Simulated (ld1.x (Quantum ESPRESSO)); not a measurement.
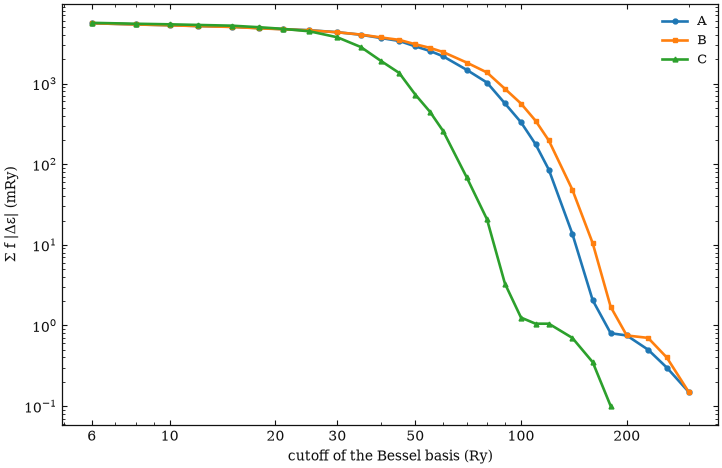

The occupation-weighted error of the valence levels in a spherical-Bessel basis for 3 variants of one potential.

Base settings:

Input of ld1.x (Quantum ESPRESSO) 7.5:

```
 &input
   title='Mn', zed=25., rel=1, dft='PBESOL', iswitch=3,
   config='[Ar] 3d5 4s0 4p0',
   nld=3, rlderiv=2.50, eminld=-4.0, emaxld=5.0, deld=0.02
 /
 &inputp
   pseudotype=2, tm=.true., lloc=2,
   nlcc=.true., new_core_ps=.true., rcore=0.70,
   file_pseudopw='Mn.UPF', file_wfcaegen='ae.wfc', file_wfcncgen='nc.wfc', file_beta='beta', file_chi='chi'
 /
3
4S  1  0   0.00   0.00  2.30  2.30  0.0
4P  2  1   0.00   0.00  0.95  0.95  0.0
3D  3  2   5.00   0.00  1.35  1.35  0.0
 &test
   configts(1)='3d5 4s0 4p0'
 /
```

Run as:
```bash
ld1.x < Mn.in > Mn.out
```

Functional and relativity: PBEsol, scalar-relativistic.

Q: The variants differ in the scale factor on all radii: 0.78, 0.84, 1.23. Which curve belongs to which value?

A: A: 0.84; B: 0.78; C: 1.23.

Of the 4 potentials behind this page, the base run counted, 4 are unsound (ghost states, missed reference levels or an overlap that isn't positive definite).
